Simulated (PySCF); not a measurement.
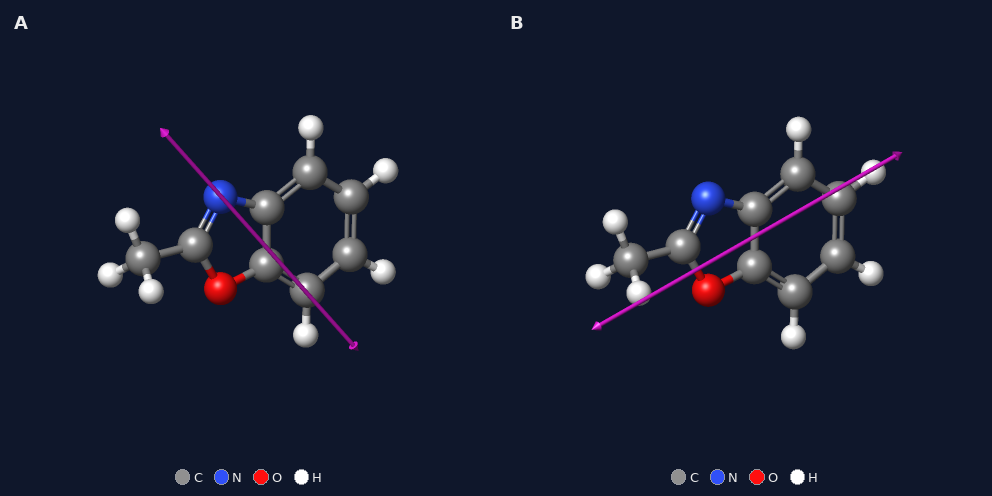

The double arrows show the directions of two transition dipoles from the ground state (lengths mean nothing). Computed geometry: PBE0-D3(BJ)/def2-SVP optimisation. No frequency run is at hand to confirm it as a minimum. Method: TDDFT CAM-B3LYP/def2-SVPD, vertical, IEF-PCM acetone (non-equilibrium linear response), core orbitals frozen in the response (PySCF 2.14.0).

> One belongs to singlet state 2 and one to singlet state 3. Which is which?

A: state 3, 6.44 eV (193 nm), oscillator strength 0.48, of mixed character, with the largest part HOMO → LUMO+1 (weight 0.48).
B: state 2, 5.63 eV (220 nm), oscillator strength 0.21, of mixed character, with the largest part HOMO → LUMO (weight 0.39).
